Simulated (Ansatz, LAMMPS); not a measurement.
## Which site? a vacancy of C in regrown after partial melting: C with 5 % Si on C sites, (111) (192 atoms)

At which site of regrown after partial melting: C with 5 % Si on C sites, (111) (192 atoms) does a vacancy of C cost least, and what about the site decides it?

Main program and level: Ansatz 0.2.0; Kohn-Sham DFT, PBE, PAW (set soft_2), plane waves.

## (1) Starting point

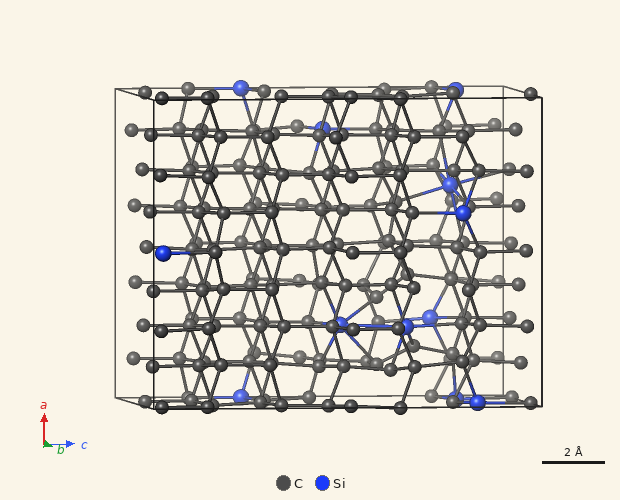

The cell as given, from the side, with the c axis across the page (carbon dark grey, silicon blue). Bonds to atoms that aren't drawn are left out. Some periodic images of atoms are drawn too.

The cell holds 192 atoms: 182 C and 10 Si. Cell: a = 10.086 Å, b = 8.735 Å, c = 12.785 Å, α = 90.0°, β = 90.0°, γ = 90.0°. It derives from C (diamond C) and Si. A 2 x 1 x 2 block of diamond C (a = 3.566 Å), 5 % of C replaced at random by Si with its (111) planes normal to z; the lower 50 % held fixed, the rest melted at 8000 K for 10 ps and cooled to 500 K at 50 K/ps with the Tersoff potential (Tersoff, Phys. Rev. B 39, 5566 (1989)); then all atoms free for 10 ps at 500 K, the cell's length along z at zero stress. Regions: crystal, 96 atoms (94 C and 2 Si); remelted part, 96 atoms (88 C and 8 Si).

Limits known from the start: The network of bonds at the start is that of the classical potential that made the cell, and needn't be the one that DFT or experiment would give.

## (2) Single point at the start

A single point comes first, to see the forces before anything moves.

The input, input.yaml:

```yaml
crystal:
  lattice:
    - [10.08617, 0.0, 0.0]
    - [0.0, 8.73488, 0.0]
    - [0.0, 0.0, 12.78522]
  atoms:
    - { symbol: C, position: [0.13428, 0.1991, 0.01385] }
    - { symbol: C, position: [0.13291, 0.1985, 0.13256] }
    - { symbol: C, position: [0.50233, 0.11406, 0.18384] }
    - { symbol: C, position: [0.50477, 0.11325, 0.2998] }
    - { symbol: C, position: [0.25749, 0.10655, 0.17422] }
    - { symbol: C, position: [0.25794, 0.10854, 0.29676] }
    - { symbol: C, position: [0.12738, 0.36448, 0.17916] }
    - { symbol: C, position: [0.12861, 0.36337, 0.2965] }
    - { symbol: C, position: [0.37014, 0.69706, 0.0156] }
    - { symbol: C, position: [0.37228, 0.69528, 0.14162] }
    - { symbol: C, position: [0.25319, 0.61199, 0.18121] }
    - { symbol: C, position: [0.25278, 0.61005, 0.2999] }
    - { symbol: C, position: [0.49991, 0.61242, 0.17854] }
    - { symbol: C, position: [0.50645, 0.61164, 0.29871] }
    - { symbol: C, position: [0.38191, 0.86226, 0.17993] }
    - { symbol: C, position: [0.37959, 0.86128, 0.30493] }
    - { symbol: C, position: [0.36999, 0.36206, 0.18014] }
    - { symbol: C, position: [0.37588, 0.36697, 0.29959] }
    - { symbol: C, position: [0.25169, 0.27146, 0.33938] }
    - { symbol: C, position: [0.25042, 0.24672, 0.45934] }
    - { symbol: C, position: [0.5005, 0.28004, 0.34492] }
    - { symbol: C, position: [0.4993, 0.27585, 0.46766] }
    - { symbol: C, position: [0.38188, 0.53071, 0.3402] }
    - { symbol: C, position: [0.38924, 0.52903, 0.46653] }
    - { symbol: C, position: [0.13609, 0.86129, 0.17377] }
    - { symbol: C, position: [0.13482, 0.8573, 0.3005] }
    - { symbol: C, position: [0.50592, 0.77849, 0.34157] }
    - { symbol: C, position: [0.51093, 0.77992, 0.4613] }
    - { symbol: C, position: [0.25607, 0.77242, 0.34488] }
    - { symbol: C, position: [0.25518, 0.77685, 0.46909] }
    - { symbol: C, position: [0.1431, 0.01649, 0.34336] }
    - { symbol: C, position: [0.12811, 0.01796, 0.46069] }
    [... 154 atom lines left out ...]
    - { symbol: C, position: [0.74622, 0.94056, 0.50226] }
    - { symbol: C, position: [0.75019, 0.94554, 0.62644] }
    - { symbol: C, position: [0.00324, 0.93544, 0.50115] }
    - { symbol: C, position: [0.99641, 0.94056, 0.62832] }
    - { symbol: Si, position: [0.87198, 0.19172, 0.5019] }
    - { symbol: C, position: [0.87097, 0.18979, 0.63933] }
kpoints:
  mp_grid: { grid: [1, 2, 1] }
hamiltonian:
  xc: pbe
scf:
  occupations: { method: fermi_dirac, width: 0.025 }
output:
  forces: true
```

Started as:

```sh
ansatz run input.yaml --threads 4 --pin off --max-ram 8192MiB --backend cpu --events-out ev --progress --plain --runs-dir out
```

Numbers of over 12 decimals in the logs are rounded to 6 here.

Log:

```text
[...]
Pseudopotentials: kind: paw
Pseudopotential: C, paw, valence charge 4, recommended cutoff 420 eV (normal), C.paw.azcp
Pseudopotential: Si, paw, valence charge 4, recommended cutoff 420 eV (normal), Si.paw.azcp
[... 5 lines on functional and potentials left out ...]
Crystal: 192 atoms, lattice volume = 1126.397 Å³
Basis set: ecut = 420 eV, 22063 PW (Γ), exchange–correlation on 144×120×180 points (8 copies of the dense FFT grid, shifted against one another)
Bands: 576, of which v1, the nominal top of the filled ones, is band 384 counted from 1 (383 counted from 0)
Symmetry: 1 space group operations
Space group: P1 (ITA 1), of the structure as read, at distance tolerance 1.0e-4 Å
k-points: 2
[... 5 lines on functional and potentials left out ...]
Initial density: superposition of atomic densities (neutral atoms: chi_scale 0, normalization atom), corrected by the library's trained network
Initial wavefunctions: pseudopotential atomic-orbital guess
[...]
SCF iter   1: F=—  HF=-51941.264658 eV  |F-HF|=—  |Δ(HF+E_count)|=         —  Δρ=1.13e-2  dr2=2.75e0  ethr=1.77e-3  ⟨swp⟩=6.0  Hψ=4666  notcnv=0  defer=357
preconditioner: auto → Resta (q_TF=auto, 2.560 Å⁻¹)  ε∞=4.5  [insulator: Δε(μ)=0.221 eV  Ē_g=16.356 eV  σ=0.025 eV  W_gap=0.98  n_scr=332 (ndim 8)  ℏωp=30.7 eV  f_vac=0.000  D(μ)=0.94/eV (n_scr^D=0)  ε∞_Penn≈4.5]
SCF iter   2: F=—  HF=-51940.793714 eV  |F-HF|=—  |Δ(HF+E_count)|=   4.71e-1  Δρ=5.15e-3  dr2=6.15e-1  ethr=3.57e-4  ⟨swp⟩=2.0  Hψ=1342  notcnv=0  defer=372
SCF iter   3: F=—  HF=-51940.663966 eV  |F-HF|=—  |Δ(HF+E_count)|=   1.30e-1  Δρ=1.78e-3  dr2=5.44e-2  ethr=8.01e-5  ⟨swp⟩=3.0  Hψ=1262  notcnv=0  defer=110
automatic band count: iteration 3 solves 445 bands in place of 576: the levels show a gap, and the empty bands left out lie too high to hold charge; the band table lists the bands solved (type scf.n_extra_bands for more)
SCF iter   4: F=—  HF=-51940.662818 eV  |F-HF|=—  |Δ(HF+E_count)|=   1.15e-3  Δρ=1.72e-3  dr2=4.53e-2  ethr=7.08e-6  ⟨swp⟩=6.0  Hψ=2769  notcnv=0  defer=371
automatic band count: iteration 4 solves 576 bands in place of 445: the levels no longer show a gap clear of their residuals, so the SCF keeps every band
SCF iter   5: F=—  HF=-51940.657879 eV  |F-HF|=—  |Δ(HF+E_count)|=   4.94e-3  Δρ=5.33e-4  dr2=4.12e-3  ethr=5.90e-6  ⟨swp⟩=2.0  Hψ=1328  notcnv=0  defer=371
SCF iter   6: F=—  HF=-51940.657416 eV  |F-HF|=—  |Δ(HF+E_count)|=   4.63e-4  Δρ=5.12e-5  dr2=4.03e-5  ethr=5.37e-7  ⟨swp⟩=2.0  Hψ=828  notcnv=0  defer=371
SCF iter   7: F=—  HF=-51940.657747 eV  |F-HF|=—  |Δ(HF+E_count)|=   3.30e-4  Δρ=9.64e-6  dr2=1.01e-6  ethr=5.24e-9  ⟨swp⟩=2.0  Hψ=1351  notcnv=0  defer=371
SCF iter   8: F=—  HF=-51940.657747 eV  |F-HF|=—  |Δ(HF+E_count)|=   7.09e-9  Δρ=3.26e-6  dr2=2.31e-7  ethr=1.30e-11  ⟨swp⟩=4.0  Hψ=3061  notcnv=0
SCF iter   9: F=-51940.657747 eV  HF=-51940.657747 eV  |F-HF|=3.03e-8  |Δ(HF+E_count)|=   1.95e-8  Δρ=1.35e-6  dr2=3.58e-8  ethr=1.30e-11  ⟨swp⟩=3.0  Hψ=2291  notcnv=0
SCF 1 converged in 9 iterations: F = -51940.657747 eV  dr2 = 3.58e-8
[...]
SCF converged after 9 iterations
Free energy (F): -51940.657747 eV
Harris-Foulkes:  -51940.657747 eV  (|F-HF|=3.03e-8)
Internal energy: -51940.624819 eV  (E = F + TS)
E sigma→0 (E₀):  -51940.641283 eV
Entropy (-TS):   -0.032928 eV (-0.171 meV/atom)
Fermi energy:    14.025980 eV
--- Per-component energies (eV) ---
[...]
Σ components = -51940.657747   (vs F -51940.657747, Δ=0.00e0)
--- Forces (eV/Å), atoms counted from 1 ---
  atom   1  C     -1.18600315     0.51031611    -0.75564320
  atom   2  C     -0.41486758    -1.11318805     0.48418684
  atom   3  C     -0.08148003     1.18629319    -1.26279906
  atom   4  C     -0.50584960     0.67054176     2.31342848
[...]
atom 192  C      0.62799326     1.27241893     0.41265564
  max |Σ_I F_I| component: 4.33e-5 eV/Å
```

Run time: 38 s. Hardware: 4 threads of AMD EPYC 7R13 (Zen 3), shared host; peak memory 6.1 GiB.

Reading the cycles: dr2 is the Hartree energy of the density residual (eV), the measure of convergence; HF is the Harris–Foulkes estimate of the energy, which meets the free energy F at convergence.

The r.m.s. force at the start is 1.3 eV/Å.

## (3) Relaxation

With the cell held, the atoms are moved downhill towards a nearby minimum.

The input, input.yaml:

```yaml
crystal:
  lattice:
    - [10.08617, 0.0, 0.0]
    - [0.0, 8.73488, 0.0]
    - [0.0, 0.0, 12.78522]
  atoms:
    [... the 192 atom lines of step 2 ...]
kpoints:
  mp_grid: { grid: [1, 2, 1] }
hamiltonian:
  xc: pbe
scf:
  occupations: { method: fermi_dirac, width: 0.025 }
output:
  forces: true
relax:
  f_tol: 0.05
  max_steps: 120
```

Log:

```text
[...]
Crystal: 192 atoms, lattice volume = 1126.397 Å³
Basis set: ecut = 420 eV, 22063 PW (Γ), exchange–correlation on 144×120×180 points (8 copies of the dense FFT grid, shifted against one another)
Bands: 576, of which v1, the nominal top of the filled ones, is band 384 counted from 1 (383 counted from 0)
Symmetry: 1 space group operations
[...]
k-points: 2
[...]
SCF iter   1: F=—  HF=-51941.264714 eV  |F-HF|=—  |Δ(HF+E_count)|=         —  Δρ=1.13e-2  dr2=2.75e0  ethr=1.77e-3  ⟨swp⟩=6.0  Hψ=4666  notcnv=0  defer=357
[...]
SCF iter   6: F=—  HF=-51940.657745 eV  |F-HF|=—  |Δ(HF+E_count)|=   5.18e-4  Δρ=5.76e-5  dr2=5.08e-5  ethr=5.70e-7  ⟨swp⟩=2.0  Hψ=846  notcnv=0  defer=371
SCF iter   7: F=-51940.657746 eV  HF=-51940.657747 eV  |F-HF|=3.63e-7  |Δ(HF+E_count)|=   1.42e-6  Δρ=9.21e-6  dr2=9.46e-7  ethr=6.61e-9  ⟨swp⟩=3.5  Hψ=2578  notcnv=0
SCF 1 converged in 7 iterations: F = -51940.657746 eV  dr2 = 9.46e-7
[...]
relax step   1: F+E_penalty+E_count = -51940.65774627 eV  Δ(F+E_penalty+E_count) = +0.000e0 eV  max|allowed force component| = 4.794e0 eV/Å  Δτ_max = 0.0000 Å  (7 SCF iters, dr2 threshold 6.25e-5 eV, accepted)
[...]
relax step   2: F+E_penalty+E_count = -51949.96715870 eV  Δ(F+E_penalty+E_count) = -9.309e0 eV  max|allowed force component| = 2.849e0 eV/Å  Δτ_max = 0.1084 Å  (7 SCF iters, dr2 threshold 1.00e-4 eV, accepted)
[...]
relax step   3: F+E_penalty+E_count = -51952.60168906 eV  Δ(F+E_penalty+E_count) = -2.635e0 eV  max|allowed force component| = 2.177e0 eV/Å  Δτ_max = 0.2000 Å  (6 SCF iters, dr2 threshold 1.00e-4 eV, accepted)
relax step   4: F+E_penalty+E_count = -51952.46556538 eV  Δ(F+E_penalty+E_count) = +1.361e-1 eV  max|allowed force component| = 3.669e0 eV/Å  Δτ_max = 0.2000 Å  (6 SCF iters, dr2 threshold 1.00e-4 eV, rejected (line search))
relax step   5: F+E_penalty+E_count = -51953.04415683 eV  Δ(F+E_penalty+E_count) = -4.425e-1 eV  max|allowed force component| = 6.866e-1 eV/Å  Δτ_max = 0.1000 Å  (12 SCF iters, accepted)
relax step   6: F+E_penalty+E_count = -51953.00144408 eV  Δ(F+E_penalty+E_count) = +4.271e-2 eV  max|allowed force component| = 1.384e0 eV/Å  Δτ_max = 0.1000 Å  (6 SCF iters, dr2 threshold 4.69e-5 eV, rejected (line search))
relax step   7: F+E_penalty+E_count = -51953.14736241 eV  Δ(F+E_penalty+E_count) = -1.032e-1 eV  max|allowed force component| = 3.642e-1 eV/Å  Δτ_max = 0.0500 Å  (7 SCF iters, accepted)
relax step   8: F+E_penalty+E_count = -51953.15888334 eV  Δ(F+E_penalty+E_count) = -1.152e-2 eV  max|allowed force component| = 2.714e-1 eV/Å  Δτ_max = 0.0237 Å  (6 SCF iters, dr2 threshold 1.32e-5 eV, accepted)
relax step   9: F+E_penalty+E_count = -51953.16523809 eV  Δ(F+E_penalty+E_count) = -6.355e-3 eV  max|allowed force component| = 1.198e-1 eV/Å  Δτ_max = 0.0072 Å  (6 SCF iters, dr2 threshold 2.07e-5 eV, accepted)
relax step  10: F+E_penalty+E_count = -51953.16698806 eV  Δ(F+E_penalty+E_count) = -1.750e-3 eV  max|allowed force component| = 9.769e-2 eV/Å  Δτ_max = 0.0044 Å  (6 SCF iters, dr2 threshold 2.79e-6 eV, accepted)
relax step  11: F+E_penalty+E_count = -51953.16630950 eV  Δ(F+E_penalty+E_count) = +6.786e-4 eV  max|allowed force component| = 1.434e-1 eV/Å  Δτ_max = 0.0065 Å  (8 SCF iters, rejected (line search))
relax step  12: F+E_penalty+E_count = -51953.16750006 eV  Δ(F+E_penalty+E_count) = -5.120e-4 eV  max|allowed force component| = 6.877e-2 eV/Å  Δτ_max = 0.0032 Å  (8 SCF iters, accepted)
[...]
relax step  13: F+E_penalty+E_count = -51953.16804451 eV  Δ(F+E_penalty+E_count) = -5.445e-4 eV  max|allowed force component| = 3.045e-2 eV/Å  Δτ_max = 0.0080 Å  (8 SCF iters, accepted)
SCF converged after 8 iterations
Free energy (F): -51953.168045 eV
[...]
Internal energy: -51953.139149 eV  (E = F + TS)
E sigma→0 (E₀):  -51953.153597 eV
Entropy (-TS):   -0.028895 eV (-0.150 meV/atom)
Fermi energy:    14.063869 eV
[...]
Σ components = -51953.168045   (vs F -51953.168045, Δ=0.00e0)
--- Forces (eV/Å), atoms counted from 1 ---
  atom   1  C     -0.00019155    -0.00018460     0.00222717
  atom   2  C      0.00050935     0.00080596     0.00004254
  atom   3  C      0.00040333     0.00061407     0.00034172
  atom   4  C     -0.00039139    -0.00090070    -0.00047690
[...]
atom 192  C     -0.00115934     0.00137912    -0.00162157
  max |Σ_I F_I| component: 7.75e-5 eV/Å
--- Relaxed structure (13 steps of the walk, 10 accepted, 0 SCFs on fresh bases) ---
  F+E_penalty+E_count = -51953.16804451 eV   max|allowed force component| = 3.045e-2 eV/Å
  atoms:
    - { symbol: C, position: [0.128539, 0.198422, 0.011871] }
    - { symbol: C, position: [0.128520, 0.196439, 0.132074] }
    - { symbol: C, position: [0.501391, 0.113785, 0.181838] }
    - { symbol: C, position: [0.500477, 0.112244, 0.301999] }
[...]
- { symbol: C, position: [0.874048, 0.194173, 0.641741] }
```

It took 5.7 min on 4 threads; peak memory 3.8 GiB.

The program notes that it cut back its work space to fit the memory limit.

The relaxation converged after 13 steps, 12.5 eV below its start, with a largest force component of 0.030 eV/Å.

(Continued in part 2 of 3.)

[Logs are printed without paths, hosts, clocks, repeated set-up lines and the standing remarks that a program may print on its own settings, such as how far it seeks lower states.]

[Hosts, paths, dates, database ids (printed as entryN), source tags and the programs' standing remarks are cut or masked in the printed files.]
